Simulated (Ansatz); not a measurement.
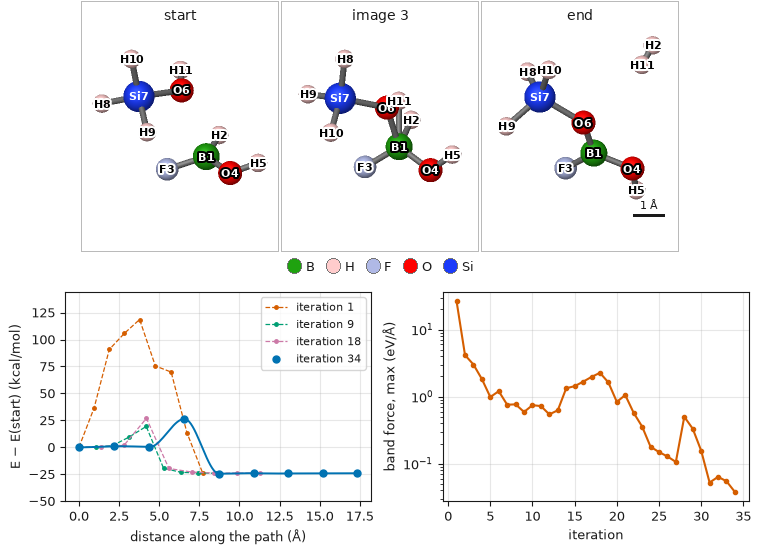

NEB run on BSiH₆O₂F, made up at the start of BH2OF and SiH4O. Images are numbered from 0 (start) to 8 (end). The plot follows the band through its iterations. A ball-and-stick model, seen from a free direction.

All numbers below come from Ansatz, RKS B3LYP/def2-SVP. Set-up: 7 movable images; climbing image; force threshold 0.05 eV/Å; iteration limit 60; starting path through a guess of the saddle point.

**How did the profile develop, and is the result final?**

The run is converged, with reservations. The band converged in 34 iterations. The largest component of the band force went from 26 to 0.038 eV/Å. The climbing image converged on the top of the path. Its vibrational analysis gives one imaginary mode (1429i cm⁻¹), as a transition state must have. The first iteration put the highest image at 118.6 kcal/mol. Forward barrier 26.4 kcal/mol, backward barrier 50.5 kcal/mol, with image 3 at the top; the reaction energy is −24.1 kcal/mol. Image 4 lies below both ends, at −24.5 kcal/mol, which points to an intermediate minimum that so few images don't resolve.

Limits of the set-up: the start holds two separate molecules, 2.6 Å apart at their closest, whose relative position is a soft coordinate and is computed without a dispersion correction.

The run took 9.7 min on 2 threads of Arm Neoverse V1, on a shared host, peak memory 0.22 GiB.
